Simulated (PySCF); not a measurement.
CH4SSn, SMILES [CH3][Sn][SH] at its PBE0/def2-SVP optimised geometry (Å):

```
7

Sn    -0.5957    -0.9727     0.0000
C      1.6075    -0.9727     0.0000
H      1.9660    -1.4674     0.9182
H      2.0364     0.0382    -0.0536
H      1.9716    -1.5670    -0.8543
S     -0.6880     1.4719     0.0000
H     -2.0364     1.5670     0.0061
```

Calculation: PBE0/def2-TZVP, def2 effective core potentials past Kr run with PySCF 2.14.0. The core electrons that the potentials of Sn replace are not part of the density.

Map of the Laplacian of the electron density (e/bohr⁵), clipped to [-1.50, 1.50] on the plane z = 0.8 Å:

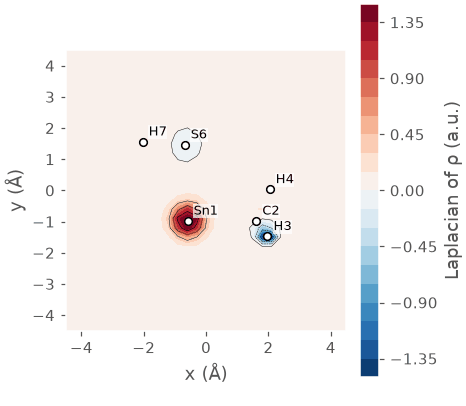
Figure: Laplacian of the electron density (e/bohr⁵), clipped to [-1.50, 1.50] on the plane z = 0.8 Å.
